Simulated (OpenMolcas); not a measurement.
**triplet GeSiH3ClO: levels of theory compared**

We compute a comparison of 5 runs (UHF/STO-3G, UHF/3-21G, U-revPBE/6-31G*, USVWN5/6-31G*, UB3LYP/6-31G*) of triplet GeSiH3ClO. 

The results are computed with OpenMolcas 26.06.

1 further run of the same task is left out (set aside as unsound or not needed).

### 1 The structure to begin with

GeSiH3ClO: 7 atoms, total charge 0, spin state triplet. As SMILES of the parent species, `Cl[SiH]1[O][GeH2]1`. The coordinates come from a PBE0-D4/def2-TZVP relaxation. That shape belongs to the parent species and isn't relaxed for this state.

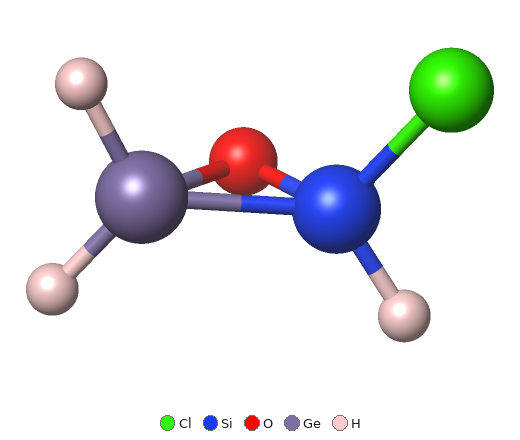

The structure, seen from a chosen angle (chlorine green, silicon blue, oxygen red, germanium purple, hydrogen pink).

### 2 A single-point energy at UHF/STO-3G (run 1)

Contents of test.inp:

```
&GATEWAY
 BasLib=$CurrDir
 Coord
 7
 bohr
 Cl     1.78900372    -4.70315038     1.23909342
 Si    -0.50890325    -1.96191366    -0.19237412
 O      0.75551250     0.02494438    -2.18716902
 Ge     0.08465973     2.17866525     0.61775147
 H     -2.90639878    -3.19722763    -0.91538333
 H     -1.70113146     4.29742618    -0.24226289
 H      2.60309774     3.23256551     1.59398399
 Basis=STO-3G
 Group=NoSym

&SEWARD

&SCF
 UHF
 Spin=3
 Thresholds=1e-10 1e-07 1e-07 1e-05
 PrOrbitals=0
```

The basis set STO-3G is read from a file made from the Basis Set Exchange's data (not shown).

Command:

```
$ export MOLCAS_MEM=1860
$ pymolcas test.inp > test.log
```

Standard output:

```text
--- Start Module: gateway ---
[...]
--- Stop Module: gateway /rc=_RC_ALL_IS_WELL_ ---
--- Start Module: seward ---
[...]
      Basis functions           44
--- Stop Module: seward /rc=_RC_ALL_IS_WELL_ ---
--- Start Module: scf ---
[...]
       Convergence after  27 Iterations
[...]
::    Total SCF energy                              -2867.4272252877
[...]
      Total spin, S                                     1.0159463376
[...]
      Total electronic charge=   74.000000
      Total            charge=   -0.000000
[...]
      Dipole Moment (debye):
      Origin of the operator (angstrom)=    0.2194   -0.1817    0.1666
                   X= -1.7090E+00               Y=  2.1923E+00               Z= -1.1396E+00           Total=  3.0042E+00
      Quadrupole Moment (debye*angstrom):
[...]
--- Stop Module: scf /rc=_RC_ALL_IS_WELL_ ---
[...]
```

Wall time 1.8 s (1 thread of Intel Xeon 6975P-C (Granite Rapids), shared host); peak memory 0.38 GiB.

### 3 A single-point energy at UHF/3-21G (run 2)

Contents of job.inp:

```
>>> EXPORT MOLCAS_PRINT=2
&GATEWAY
BasLib
$CurrDir
Coord
7
angstrom
Cl       0.946700      -2.488800       0.655700
Si      -0.269300      -1.038200      -0.101800
O        0.399800       0.013200      -1.157400
Ge       0.044800       1.152900       0.326900
H       -1.538000      -1.691900      -0.484400
H       -0.900200       2.274100      -0.128200
H        1.377500       1.710600       0.843500
Basis
3-21G
Group
NoSym
&SEWARD
&SCF
UHF
Spin
3
Thresholds
1e-10 1e-07 1e-07 1e-05
PrOrbitals
1 1
```

The basis set 3-21G is read from a file made from the Basis Set Exchange's data (not shown).

Command:

```
$ export MOLCAS_MEM=1860
$ pymolcas job.inp > job.log
```

Standard output:

```text
--- Start Module: gateway ---
[...]
--- Stop Module: gateway /rc=_RC_ALL_IS_WELL_ ---
--- Start Module: seward ---
[...]
      Basis functions           63
--- Stop Module: seward /rc=_RC_ALL_IS_WELL_ ---
--- Start Module: scf ---
[...]
       Convergence after  30 Iterations
[...]
::    Total SCF energy                              -2886.1177901875
[...]
      Total spin, S                                     1.0107142564
[...]
      Total electronic charge=   74.000000
      Total            charge=   -0.000000
[...]
      Dipole Moment (debye):
      Origin of the operator (angstrom)=    0.2194   -0.1817    0.1666
                   X= -1.9684E+00               Y=  1.5522E+00               Z=  1.1916E-01           Total=  2.5096E+00
      Quadrupole Moment (debye*angstrom):
[...]
--- Stop Module: scf /rc=_RC_ALL_IS_WELL_ ---
[...]
```

Run time: 3.6 s. Hardware: 1 thread of Intel Xeon 6975P-C (Granite Rapids), shared host; peak memory 0.4 GiB.

Runs 3 to 4 aren't shown in full; the table further down has their settings and results.

### 4 The energy at UB3LYP/6-31G(d) (Cartesian functions) (run 5)

Contents of job.input:

```
>>> EXPORT MOLCAS_PRINT=2
&GATEWAY
BASLIB=$CurrDir
BASISSET
Cl.6-31Gs....
Cl1 0.946700 -2.488800 0.655700 angstrom
End of Basis
BASISSET
Si.6-31Gs....
Si2 -0.269300 -1.038200 -0.101800 angstrom
End of Basis
BASISSET
O.6-31Gs....
O3 0.399800 0.013200 -1.157400 angstrom
End of Basis
BASISSET
Ge.6-31Gs....
Ge4 0.044800 1.152900 0.326900 angstrom
End of Basis
BASISSET
H.6-31Gs....
H5 -1.538000 -1.691900 -0.484400 angstrom
H6 -0.900200 2.274100 -0.128200 angstrom
H7 1.377500 1.710600 0.843500 angstrom
End of Basis
&SEWARD
GRIDINPUT
Grid=UltraFine
End of Grid
&SCF
UHF
SPIN=3
KSDFT=B3LYP
THRESHOLDS=1e-10 1e-07 1e-07 1e-05
PRORBITALS=1 2
```

The basis set 6-31G* is read from a file made from the Basis Set Exchange's data (not shown).

Command:

```
$ export MOLCAS_MEM=1860
$ pymolcas job.input > job.log
```

Standard output:

```text
--- Start Module: gateway ---
[...]
--- Stop Module: gateway /rc=_RC_ALL_IS_WELL_ ---
--- Start Module: seward ---
[...]
      Basis functions           94
--- Stop Module: seward /rc=_RC_ALL_IS_WELL_ ---
[...]
--- Start Module: scf ---
[...]
       Convergence after  22 Iterations
[...]
::    Total KS-DFT energy                           -2903.4016533791
[...]
      Total spin, S                                     1.0014402005
[...]
      Total electronic charge=   74.000000
      Total            charge=   -0.000000
[...]
      Dipole Moment (debye):
      Origin of the operator (angstrom)=    0.2194   -0.1817    0.1666
                   X= -1.1709E+00               Y=  4.2238E-01               Z=  3.0874E-01           Total=  1.2825E+00
      Quadrupole Moment (debye*angstrom):
[...]
--- Stop Module: scf /rc=_RC_ALL_IS_WELL_ ---
[...]
```

Run time: 36 s. Hardware: 1 thread of Intel Xeon 6975P-C (Granite Rapids), shared host; peak memory 0.52 GiB.

### 5 Overview of the runs

```csv
run,level,integration grid,Cartesian functions,energy (Eh),dipole moment (D),HOMO energy (eV),⟨S²⟩,wall time
1,UHF/STO-3G,–,no,-2867.427225,3.00,-2.61,2.048,1.8 s
2,UHF/3-21G,–,no,-2886.117790,2.51,-5.99,2.032,3.6 s
3,U-revPBE/6-31G* (spherical functions),UltraFine,no,-2902.990290,1.09,-2.78,2.003,34 s
4,USVWN5/6-31G* (spherical functions),UltraFine,no,-2896.980990,1.15,-2.80,2.002,21 s
5,UB3LYP/6-31G* (Cartesian functions),UltraFine,yes,-2903.401653,1.28,-3.47,2.004,36 s
```

### 6 Outcome

```
                                 quantity           value
                      run 5: total energy  -2903.40165 Eh
                     run 5: dipole moment          1.28 D
run 5: HOMO energy (highest over α and β)        -3.47 eV
                              run 5: ⟨S²⟩           2.004
```

In words: The dipole moment (its size) runs from 1.09 D (U-revPBE/6-31G*) to 3.00 D (UHF/STO-3G). The two ends differ in method and basis. Totals of different functionals can't be ranked against each other. In run 1 the basis is minimal, so the values are rough. All runs together took 96 s, the longest 36 s.
